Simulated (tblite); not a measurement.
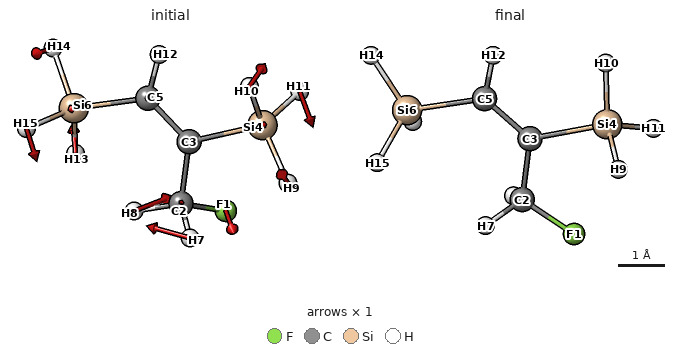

The structure of C$_{3}$H$_{9}$FSi$_{2}$ before (left) and after (right) a relaxation, at one scale. The red arrows give the displacements, at their true length.

The picture is a ball-and-stick view, seen at a tilt.

All numbers below come from GFN2-xTB geometry optimisation, gas phase in tblite. 

### Describe what moved and what it gained.

After 128 geometry steps the energy has fallen by 0.317 eV. H8 moves most after the best rigid fit: 1.17 Å. Largest moves by element: H 1.17 Å, F 1.16 Å, Si 0.20 Å, C 0.11 Å. Near-neighbour distances that change, for instance: C5–Si6 1.840 → 1.882 Å, Si4–H10 1.502 → 1.465 Å, C3–Si4 1.861 → 1.895 Å, Si6–H15 1.494 → 1.467 Å. Bond angles that change, for instance: F1–C2–H8 113.5° → 106.5°, Si4–C3–C5 118.3° → 124.4°, H14–Si6–H15 105.1° → 109.9°. Groups turn about C2–C3 by about 65°, C3–Si4 by about 40°, C5–Si6 by about 30°.
